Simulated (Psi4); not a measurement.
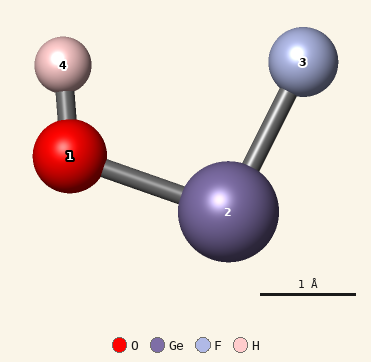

Fig. 1: The structure as given in the input (ball-and-stick view, seen on its broad side; atoms are numbered from 1 in the order of the input). Sticks mark near contacts. Bond lengths as drawn: F–Ge 1.77 Å, Ge–O 1.77 Å and H–O 0.96 Å.

## GeHOF: polarizability calculation

- system: GeHOF
- method: HF/def2-SV(P), RHF (Psi4 1.11)

The geometry comes from this level: PBE0-D4/def2-TZVP.

### What the program printed
```
Psi4 1.11 release

   => Loading Basis Set <=

    Name: DEF2-SV(P)
    Role: ORBITAL
    Keyword: BASIS

         ---------------------------------------------------------
                                   SCF
                              RHF Reference
                        1 Threads,   1525 MiB Core
         ---------------------------------------------------------

  ==> Geometry <==

    Molecular point group: c1
    Full point group: C1

    Geometry (in Angstrom), charge = 0, multiplicity = 1:

       Center              X                  Y                   Z               Mass
    ------------   -----------------  -----------------  -----------------  -----------------
         O           -0.668626994219     1.050104757049    -0.943378487317    15.994914619570
         GE          -0.238826994219    -0.182095242951     0.253521512683    73.921177761000
         F            1.487973005781    -0.247895242951    -0.114478487317    18.998403162730
         H            0.079273005781     1.363304757049    -1.464978487317     1.007825032230

  Running in c1 symmetry.

  Rotational constants: A =      0.47511  B =      0.26980  C =      0.17208 [cm^-1]
  Rotational constants: A =  14243.35555  B =   8088.26802  C =   5158.78646 [MHz]
  Nuclear repulsion =  190.671197254104499

  Charge       = 0
  Multiplicity = 1
  Electrons    = 50
  Nalpha       = 25
  Nbeta        = 25

  ==> Algorithm <==

  SCF Algorithm Type is PK.
  DIIS enabled.
  MOM disabled.
  Fractional occupation disabled.
  Guess Type is SAD.
  Energy threshold   = 1.00e-06
  Density threshold  = 1.00e-06
  Integral threshold = 1.00e-12

  ==> Primary Basis <==

  Basis Set: DEF2-SV(P)
    Blend: DEF2-SV(P)
    Number of shells: 26
    Number of basis functions: 62
    Number of Cartesian functions: 67
    Spherical Harmonics?: true
    Max angular momentum: 2

  ==> Integral Setup <==

  Using in-core PK algorithm.
   Calculation information:
      Number of atoms:                   4
      Number of AO shells:              26
      Number of primitives:             58
      Number of atomic orbitals:        67
      Number of basis functions:        62

      Integral cutoff                 1.00e-12
      Number of threads:                 1

  Performing in-core PK
  Using 3816162 doubles for integral storage.
  We computed 58065 shell quartets total.
  Whereas there are 61776 unique shell quartets.

  ==> DiskJK: Disk-Based J/K Matrices <==

    J tasked:                  Yes
    K tasked:                  Yes
    wK tasked:                  No
    Memory [MiB]:             1144
    Schwarz Cutoff:          1E-12

  Minimum eigenvalue in the overlap matrix is 3.2432781623E-02.
  Reciprocal condition number of the overlap matrix is 8.4957318101E-03.
    Using symmetric orthogonalization.

  ==> Pre-Iterations <==

  SCF Guess: Superposition of Atomic Densities via on-the-fly atomic UHF (no occupation information).

   -------------------------
    Irrep   Nso     Nmo
   -------------------------
     A         62      62
   -------------------------
    Total      62      62
   -------------------------

  ==> Iterations <==

                        Total Energy        Delta E     RMS |[F,P]|

   @RHF iter SAD: -2244.97536948569768   -2.24498e+03   0.00000e+00
   @RHF iter   1: -2249.04795205634991   -4.07258e+00   3.20275e-02 ADIIS/DIIS
   @RHF iter   2: -2249.59164361941657   -5.43692e-01   2.25083e-02 ADIIS/DIIS
   @RHF iter   3: -2249.89023740307357   -2.98594e-01   2.14916e-03 ADIIS/DIIS
   @RHF iter   4: -2249.89402407662146   -3.78667e-03   3.60688e-04 ADIIS/DIIS
   @RHF iter   5: -2249.89422953553685   -2.05459e-04   7.90779e-05 DIIS
   @RHF iter   6: -2249.89424645107783   -1.69155e-05   1.72984e-05 DIIS
   @RHF iter   7: -2249.89424766290176   -1.21182e-06   7.52268e-06 DIIS
   @RHF iter   8: -2249.89424787513690   -2.12235e-07   3.01753e-06 DIIS
   @RHF iter   9: -2249.89424791628653   -4.11496e-08   6.41611e-07 DIIS
  Energy and wave function converged.

  ==> Post-Iterations <==

    Orbital Energies [Eh]
    ---------------------

    Doubly Occupied:

       1A   -405.245930     2A    -52.171051     3A    -46.271992
       4A    -46.270802     5A    -46.269904     6A    -26.246057
       7A    -20.560330     8A     -7.231531     9A     -5.209352
      10A     -5.206156    11A     -5.202438    12A     -1.691050
      13A     -1.685078    14A     -1.682673    15A     -1.677935
      16A     -1.673858    17A     -1.500188    18A     -1.309960
      19A     -0.740880    20A     -0.672348    21A     -0.628108
      22A     -0.617459    23A     -0.542712    24A     -0.517595
      25A     -0.405535

    Virtual:

      26A      0.040144    27A      0.136222    28A      0.177397
      29A      0.244512    30A      0.288082    31A      0.489119
      32A      0.531438    33A      0.554564    34A      0.597044
      35A      0.611345    36A      0.645006    37A      0.705126
      38A      0.883495    39A      0.956445    40A      1.286162
      41A      1.286425    42A      1.462481    43A      1.539243
      44A      1.585708    45A      1.606492    46A      1.654611
      47A      2.017380    48A      2.634178    49A      2.668633
      50A      2.715005    51A      2.731379    52A      2.789133
      53A      2.947624    54A      3.023975    55A      3.034000
      56A      3.351389    57A      3.469462    58A      3.495287
      59A      3.498717    60A      3.528747    61A      3.584538
      62A      3.853896

    Final Occupation by Irrep:
              A
    DOCC [    25 ]
    NA   [    25 ]
    NB   [    25 ]

  @RHF Final Energy: -2249.89424791628653

   => Energetics <=

    Nuclear Repulsion Energy =            190.6711972541044986
    One-Electron Energy =               -3518.6690681077438967
    Two-Electron Energy =                1078.1036229373530659
    Total Energy =                      -2249.8942479162865311

Computation Completed

Properties will be evaluated at   0.000000,   0.000000,   0.000000 [a0]

Properties computed using the SCF density matrix

 Multipole Moments:

 ------------------------------------------------------------------------------------
     Multipole            Electronic (a.u.)      Nuclear  (a.u.)        Total (a.u.)
 ------------------------------------------------------------------------------------

 L = 1.  Multiply by 2.5417464519 to convert [e a0] to [Debye]
 Dipole X            :         -1.1056905            0.9062187           -0.1994718
 Dipole Y            :         -3.2796922            3.2239443           -0.0557479
 Dipole Z            :          3.7560336           -3.6464616            0.1095720
 Magnitude           :                                                    0.2343135

 ------------------------------------------------------------------------------------

         ---------------------------------------------------------
                       CPSCF Linear Response Solver
         ---------------------------------------------------------

   ==> Requested Responses <==

    Dipole polarizabilities

   ==> Coupled-Perturbed RHF Solver <==

    Maxiter             =         100
    Convergence         =   1.000E-06
    Number of equations =           3
   -----------------------------------------------------
     Iter   Residual RMS      Max RMS  Remain  Time [s]
   -----------------------------------------------------
    Guess      2.014e+00    2.022e+00       3         0
        1      8.484e-01    9.945e-01       3         0
        2      2.826e-01    2.976e-01       3         0
        3      7.737e-02    8.126e-02       3         0
        4      2.600e-02    2.720e-02       3         0
        5      1.087e-02    1.255e-02       3         0
        6      2.886e-03    3.284e-03       3         0
        7      1.100e-03    1.346e-03       3         0
        8      3.466e-04    3.900e-04       3         0
        9      7.934e-05    8.218e-05       3         0
       10      1.975e-05    2.077e-05       3         0
       11      4.251e-06    4.523e-06       3         0
       12      8.847e-07    9.660e-07       0         0
   -----------------------------------------------------

    Solver has converged.

   ==> Response Properties <==

    => Dipole polarizabilities <=

              X          Y          Z
    ----- ---------- ---------- ----------
      X     26.23373   -1.01857    0.64858
      Y     -1.01857   26.77484   -2.11620
      Z      0.64858   -2.11620   26.61296

	total time  =          1 seconds =       0.02 minutes

    Psi4 run time: 0:00:01.73
```

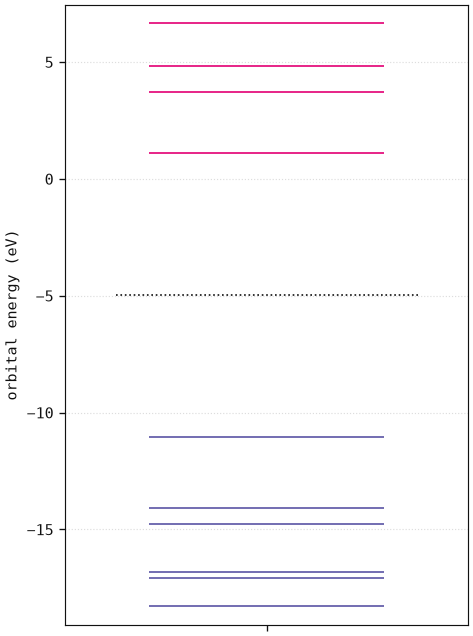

Fig. 2: Orbital energies near the frontier; the dotted line parts filled from empty levels, and levels within 0.02 eV of each other stand side by side. Highest filled −11.04 eV, lowest empty 1.09 eV, 12.13 eV apart.

The run was set up as follows.

### The input (fgeho.dat)
```
memory 1600 mb

molecule mol {
  0 1
  O     -0.819700     0.539200    -0.381100
  Ge    -0.389900    -0.693000     0.815800
  F      1.336900    -0.758800     0.447800
  H     -0.071800     0.852400    -0.902700
  symmetry c1
}

set basis def2-SV(P)
set puream true
set scf_type pk

e_tot, wfn = properties("scf", properties=['dipole_polarizabilities'], return_wfn=True)
```

Run as:
```bash
psi4 -i fgeho.dat -o fgeho.out -n 1
```

### Results in brief

- outcome: converged
- total energy: −2249.894248 hartree
- basis functions: 62
- HOMO: −11.04 eV
- LUMO: 1.09 eV
- dipole moment: 0.60 D
- hardware: 1 thread of Intel Xeon (Sapphire Rapids), 64 GiB of memory available, shared host
- wall time: 2.8 s
- peak memory: 0.23 GiB
